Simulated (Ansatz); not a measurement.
Band structure of BAs (F-43m, 2 atoms in the cell).

```yaml
crystal:
  lattice:
    - [0.00000, 2.39000, 2.39000]
    - [2.39000, 0.00000, 2.39000]
    - [2.39000, 2.39000, 0.00000]
  atoms:
    - { symbol: B, position: [0.00000, 0.00000, 0.00000] }
    - { symbol: As, position: [0.25000, 0.25000, 0.25000] }
```

Method of the run: PBE, PAW files (plane waves; Ansatz, a quantum-chemistry and plane-wave program).

Settings: kpoints.mp_grid.grid = 8 8 8; hamiltonian.xc = pbe; hamiltonian.pseudopotentials = {kind: paw} (an earlier, softer set of the program's PAW files); scf.occupations.method = fermi_dirac; scf.occupations.width = 0.05 eV; kpoints.band_path.npoints = 8.

The starting cell has typed, rounded lattice constants, without a prior relaxation at this level.

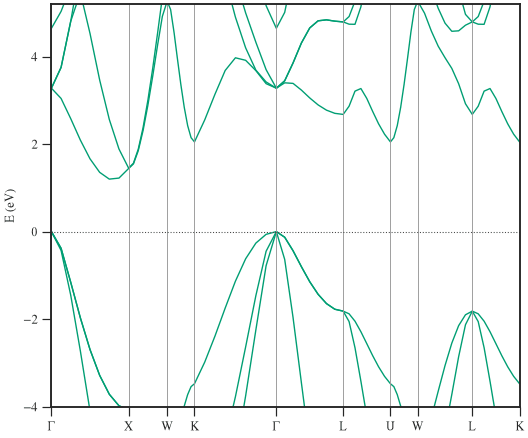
Fig. 1. Bands along the path, energies from the top of the valence band on the path.

Read off roughly the gap and where its edges lie.

The gap along the path is about 1.2 eV (computed: 1.20 eV), from Γ to a point between Γ and X; the smallest direct gap on it is 3.28 eV.

Levels in eV from the top of the valence band on the path, bands 6 to 12:
```csv
point,6,7,8,9,10,11,12
Γ,-15.38,0.00,0.00,0.00,3.28,3.28,3.28
X,-11.22,-8.51,-4.07,-4.07,1.44,1.45,11.37
W,-11.06,-8.04,-5.47,-5.18,5.26,5.93,6.81
K,-11.26,-8.13,-5.93,-3.48,2.05,5.55,9.22
L,-12.52,-8.76,-1.82,-1.82,2.68,4.79,4.79
U,-11.26,-8.13,-5.93,-3.48,2.05,5.55,9.22
```

Keys are those of Ansatz 0.2.
